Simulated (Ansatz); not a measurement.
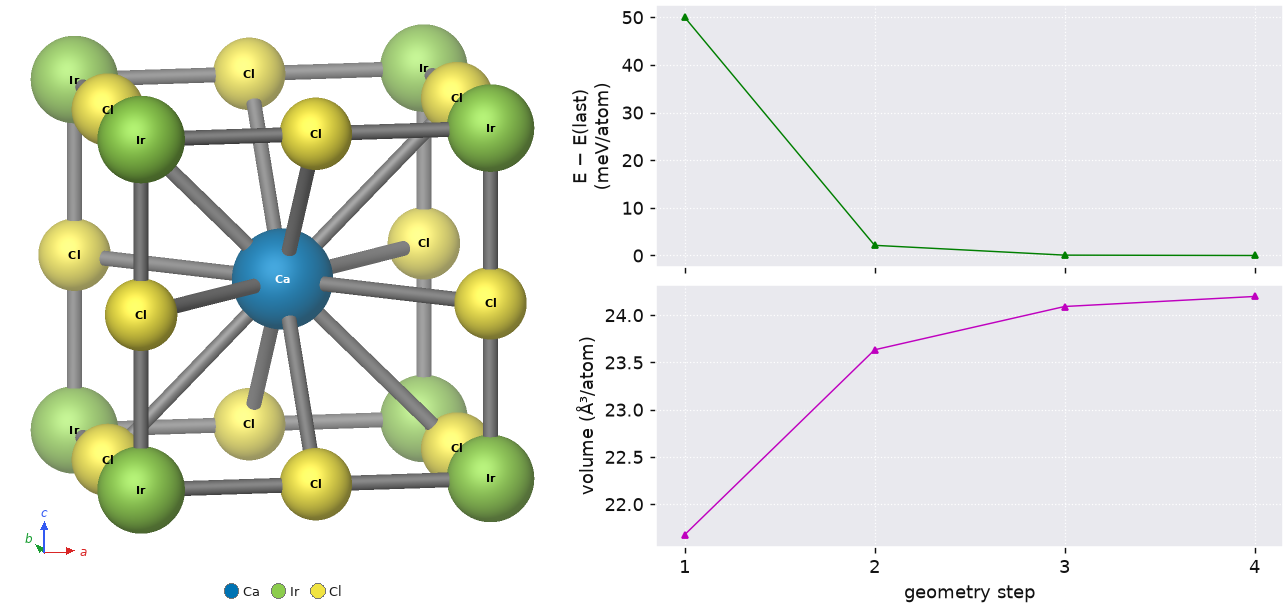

Beside the plot: the structure at the start.

History of a geometry optimisation. Atoms and cell relax. A closing SCF on a freshly chosen basis isn't drawn.

```
crystal:
  lattice:
    - [4.767855, 0.0, 0.0]
    - [0.0, 4.767855, 0.0]
    - [0.0, 0.0, 4.767855]
  atoms:
    - { symbol: Ca, position: [0.5, 0.5, 0.5] }
    - { symbol: Ir, position: [0.0, 0.0, 0.0] }
    - { symbol: Cl, position: [0.0, 0.5, 0.0] }
    - { symbol: Cl, position: [0.5, 0.0, 0.0] }
    - { symbol: Cl, position: [0.0, 0.0, 0.5] }
  symmetry: { tolerance: 0.0003 }
kpoints:
  mp_grid: { grid: [1, 1, 1], shift: [0, 0, 0] }
magnetization:
  spin_polarized: false
scf:
  occupations: { method: fermi_dirac, width: 0.021 }
hamiltonian:
  pseudopotentials: { kind: paw }
  xc: pbe
basis:
  ecutwfc: "800 eV"
output:
  forces: true
  stress: true
  eigenvalues: true
relax:
  max_steps: 40
  cell: {}
```

Command:
```bash
ansatz run input.yaml --threads 1 --pin off --max-ram 2560MiB --backend cpu --events-out ev --progress --plain --runs-dir out
```

**How did the optimisation end?**

The optimisation met its thresholds at geometry 4, counting the start as the first. The energy fell by about 50 meV/atom from the first step to the last. All forces vanish by symmetry, so only the cell moves.

**What happens to the cell?**

The volume grows from 21.7 to 24.2 Å³ per atom (+12 %). The start was compressed.

**Is anything amiss with this input?**

Its settings were drawn outside the usual range, so the numbers aren't converged properties of the system.
